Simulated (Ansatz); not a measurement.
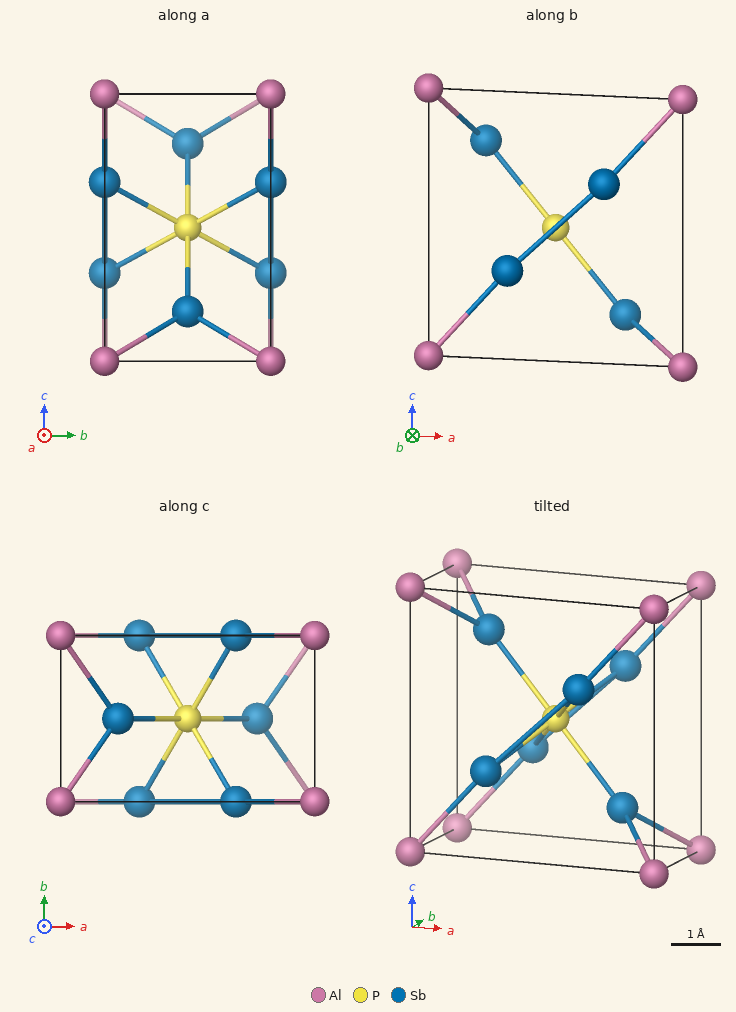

Drawn in the ball-and-stick manner and seen along the a axis, along the b axis, along the c axis and slightly off an axis. The conventional unit cell is outlined; an atom on or near a face, edge or corner is repeated at each equivalent position.

Lattice parameters: a = 5.2074 Å, b = 3.4001 Å, c = 5.4760 Å, α = 90.000°, β = 92.600°, γ = 90.000°.

### Reconstruct the structure as a CIF in P1 with every atom of the cell, with free fractional coordinates to two decimals.

```cif
data_structure
_symmetry_space_group_name_H-M 'P 1'
_symmetry_Int_Tables_number 1
_cell_length_a 5.2074
_cell_length_b 3.4001
_cell_length_c 5.4760
_cell_angle_alpha 90.000
_cell_angle_beta 92.600
_cell_angle_gamma 90.000
_cell_volume 96.86
loop_
_atom_site_label
_atom_site_type_symbol
_atom_site_fract_x
_atom_site_fract_y
_atom_site_fract_z
_atom_site_occupancy
Al1 Al 0.00 0.00 0.00 1
P1 P 0.50 0.50 0.50 1
Sb1 Sb 0.69 0.00 0.67 1
Sb2 Sb 0.31 0.00 0.33 1
Sb3 Sb 0.77 0.50 0.19 1
Sb4 Sb 0.23 0.50 0.81 1
```

Note that this is a generated cell, made by putting these elements into a known structure type (the compound may or may not exist in this form), and that it hasn't been relaxed. It went into a calculation with Ansatz.

At this level of theory the cell isn't at rest (compressed, at 99 GPa and forces up to 7.5 eV/Å), so its distances can differ from those at equilibrium, the more so the softer the solid.
